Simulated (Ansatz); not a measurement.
# One shape, several levels: doublet CH2ClF+

Aim: a comparison of 6 runs (U-r2SCAN0/aug-cc-pVDZ, U-revPBE/aug-cc-pVDZ, UB3LYP/aug-cc-pVDZ, UHSE06/aug-cc-pVDZ, USVWN5/aug-cc-pVDZ, UCCSD/aug-cc-pVDZ) of doublet CH2ClF+. 

Program for the calculation: Ansatz 0.2.0.

68 further runs of the same task are left out: 68 set aside as unsound or not needed.

## 1. The structure to begin with

CH2ClF+ has 5 atoms, charge +1, and is taken as a doublet. SMILES of the parent species: `FCCl`. Geometry: relaxed at PBE0-D4/def2-TZVP. That shape belongs to the parent species and isn't relaxed for this state.

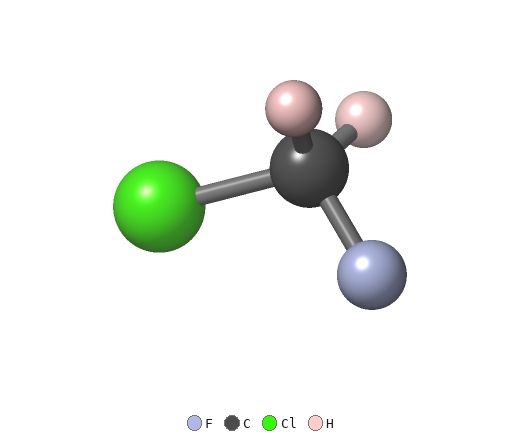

The structure, seen from a chosen angle (fluorine light blue, carbon dark grey, chlorine green, hydrogen pink).

## 2. The energy at U-r2SCAN0/aug-cc-pVDZ (run 1)

in.yaml reads:

```yaml
crystal:
  periodic: [false, false, false]
  atoms:
    - {symbol: F, position_ang: [-0.970450, 0.560520, 0.766500]}
    - {symbol: C, position_ang: [0.083560, 0.089320, 0.058070]}
    - {symbol: Cl, position_ang: [-0.422970, -1.232890, -0.998060]}
    - {symbol: H, position_ang: [0.832130, -0.302600, 0.745580]}
    - {symbol: H, position_ang: [0.477720, 0.885670, -0.572080]}
basis:
  gaussian: {orbitals: aug-cc-pVDZ}
accuracy: high
hamiltonian: {xc: {name: r2SCAN0}}
magnetization: {spin_polarized: true, initial_magnetization: 1}
total_charge: 1
output: {orbitals: {seedname: orbitals}}
```

On the command line:

```bash
$ ansatz run in.yaml --threads 1 --pin off --max-ram 3480MiB --events-out events.jsonl --progress --plain --runs-dir runs
```

What it wrote:

```text
Warning: RAYON_NUM_THREADS=1 ignored (pool sized by the plan → 1); use --threads N
Functional definition: r2SCAN0
  name "r2SCAN0"
  parameter a = 0.25
  parameter k0 = 0.174
  parameter k1 = 0.065
  parameter a1 = 4.9479
  exchange = (1 - a)*r2scan_x(k0 = k0, k1 = k1, a1 = a1) + a*exact_x
  correlation = r2scan_c
1830 factors; integrals over basis functions are off by at most 4.1e-9 eV
mean field evaluation 1: about -16286.3974 eV, gradient 4.5e1 eV
mean field evaluation 2: about -16254.8081 eV, gradient 9.7e1 eV
mean field evaluation 4: about -16294.3437 eV, gradient 7.0e0 eV
mean field evaluation 8: about -16294.6965 eV, gradient 6.0e-1 eV
mean field evaluation 16: about -16294.6986 eV, gradient 6.0e-4 eV
mean field evaluation 32: about -16294.6986 eV, gradient 1.1e-7 eV
mean field -16294.69855131 eV, -598.8191268171 hartree, gradient 2.5e-8 eV, S^2 0.755115; 1 other end points of the search recorded, 0 dependent functions left out
reference -16294.69855494 eV, -598.8191269505 hartree; 17, 16 occupied and 74, 75 virtual orbitals, 1830 factors
Total energy: -16294.69855494 eV, -598.8191269505 hartree
```

Wall time 23 s (1 thread of Arm Neoverse V2, shared host); peak memory 0.47 GiB.

## 3. The energy at U-revPBE/aug-cc-pVDZ (run 2)

input.yaml reads:

```yaml
crystal:
  periodic: [false, false, false]
  atoms:
    - {symbol: F, position_ang: [-0.970450, 0.560520, 0.766500]}
    - {symbol: C, position_ang: [0.083560, 0.089320, 0.058070]}
    - {symbol: Cl, position_ang: [-0.422970, -1.232890, -0.998060]}
    - {symbol: H, position_ang: [0.832130, -0.302600, 0.745580]}
    - {symbol: H, position_ang: [0.477720, 0.885670, -0.572080]}
basis:
  gaussian:
    orbitals: aug-cc-pVDZ
hamiltonian:
  xc: {name: revPBE}
magnetization:
  spin_polarized: true
  initial_magnetization: 1
output: {orbitals: {seedname: orbitals}}
total_charge: 1
accuracy: high
```

On the command line:

```bash
$ ansatz run input.yaml --threads 1 --pin off --max-ram 3480MiB --events-out events.jsonl --progress --plain --runs-dir runs
```

What it wrote:

```text
Warning: RAYON_NUM_THREADS=1 ignored (pool sized by the plan → 1); use --threads N
Functional definition: revPBE
  name "revPBE"
  parameter kappa = 1.245
  parameter beta = 0.06672455060314922
  exchange = pbe_x(kappa = kappa, mu = beta*pi^2/3)
  correlation = pbe_c(beta = beta)
1830 factors; integrals over basis functions are off by at most 4.1e-9 eV
mean field evaluation 1: about -16280.6465 eV, gradient 5.7e1 eV
mean field evaluation 2: about -16113.1687 eV, gradient 1.8e2 eV
mean field evaluation 4: about -16291.2225 eV, gradient 2.7e1 eV
mean field evaluation 8: about -16294.9097 eV, gradient 7.7e-2 eV
mean field evaluation 16: about -16294.9067 eV, gradient 9.2e-5 eV
mean field evaluation 32: about -16294.9064 eV, gradient 2.8e-1 eV
mean field evaluation 64: about -16294.8800 eV, gradient 2.0e0 eV
mean field -16294.90666411 eV, -598.8267748218 hartree, gradient 4.2e-8 eV, S^2 0.751496; 6 other end points of the search recorded, 0 dependent functions left out
reference -16294.90667276 eV, -598.8267751396 hartree; 17, 16 occupied and 74, 75 virtual orbitals, 1830 factors
Total energy: -16294.90667276 eV, -598.8267751396 hartree
```

Run time: 16 s. Hardware: 1 thread of Arm Neoverse V2, shared host; peak memory 0.28 GiB.

Runs 3 to 5 aren't shown in full; the table further down has their settings and results.

## 4. The energy at UCCSD/aug-cc-pVDZ (run 6)

job.yaml reads:

```yaml
crystal:
  periodic: [false, false, false]
  atoms:
    - {symbol: F, position_ang: [-0.970450, 0.560520, 0.766500]}
    - {symbol: C, position_ang: [0.083560, 0.089320, 0.058070]}
    - {symbol: Cl, position_ang: [-0.422970, -1.232890, -0.998060]}
    - {symbol: H, position_ang: [0.832130, -0.302600, 0.745580]}
    - {symbol: H, position_ang: [0.477720, 0.885670, -0.572080]}
basis:
  gaussian: {orbitals: aug-cc-pVDZ}
accuracy: high
scf: {omitted_lower_state_checks: [cluster_reference, increment]}
correlation: {method: ccsd, frozen_orbitals: {C: 1, Cl: 5, F: 1, H: 0}}
magnetization: {spin_polarized: true, initial_magnetization: 1}
total_charge: 1
```

On the command line:

```bash
$ ansatz run job.yaml --threads 1 --pin off --max-ram 3480MiB --events-out events.jsonl --progress --plain --runs-dir runs
```

What it wrote, cut to the lines that bear on the results:

```text
Warning: RAYON_NUM_THREADS=1 ignored (pool sized by the plan → 1); use --threads N
Functional definition: HF
  name "HF"
[...]
1830 factors; integrals over basis functions are off by at most 4.1e-9 eV
[...]
mean field -16261.06477941 eV, -597.5831084977 hartree, gradient 5.7e-8 eV, S^2 0.759845; 6 other end points of the search recorded, 0 dependent functions left out
7 core orbitals not correlated: weight in the atoms' cores, before any rotation towards them, 1.000 or more for the frozen orbitals, at most 0.000 for the correlated occupied ones
reference -16261.06477941 eV, -597.5831084977 hartree; 10, 9 occupied and 74, 75 virtual orbitals, 1830 factors
second order -12.58950412 eV of doubles, -0.00000000 eV of singles
cycle   1  -13.01929694 eV  change   -4.3e-1 eV  update   9.2e-2
[...]
cycle  26  -13.48607323 eV  change  -5.6e-10 eV  update  6.2e-10
Total energy: -16274.55085264 eV, -598.0787125476 hartree
Checks for a lower state left out: cluster_reference, increment
```

Wall time 23 s (1 thread of Arm Neoverse V2, shared host); peak memory 0.79 GiB.

## 5. Overview of the runs

| run | level | frozen core orbitals | energy (Eh) | HOMO energy (eV) | LUMO energy (eV) | ⟨S²⟩ | wall time |
| --- | --- | --- | --- | --- | --- | --- | --- |
| 1 | U-r2SCAN0/aug-cc-pVDZ | – | -598.819127 | -17.87 | -14.18 | 0.755 | 23 s |
| 2 | U-revPBE/aug-cc-pVDZ | – | -598.826775 | -15.73 | -15.02 | 0.751 | 16 s |
| 3 | UB3LYP/aug-cc-pVDZ | – | -598.954766 | -17.27 | -14.60 | 0.753 | 9.9 s |
| 4 | UHSE06/aug-cc-pVDZ | – | -598.633905 | -17.19 | -14.70 | 0.753 | 11 s |
| 5 | USVWN5/aug-cc-pVDZ | – | -596.459447 | -15.82 | -15.26 | 0.751 | 9.9 s |
| 6 | UCCSD/aug-cc-pVDZ | 7 | -598.078713 | – | – | 0.760 | 23 s |

## 6. Results

| quantity | value |
| --- | --- |
| run 6: total energy | -598.07871 Eh |
| run 6: correlation energy (7 core orbitals frozen) | -495.6 mEh |
| run 6: ⟨S²⟩ of the reference determinant | 0.760 |
| run 6: T1 diagnostic | 0.027 |

Totals of different functionals can't be ranked against each other. All runs together took 93 s, the longest 23 s.
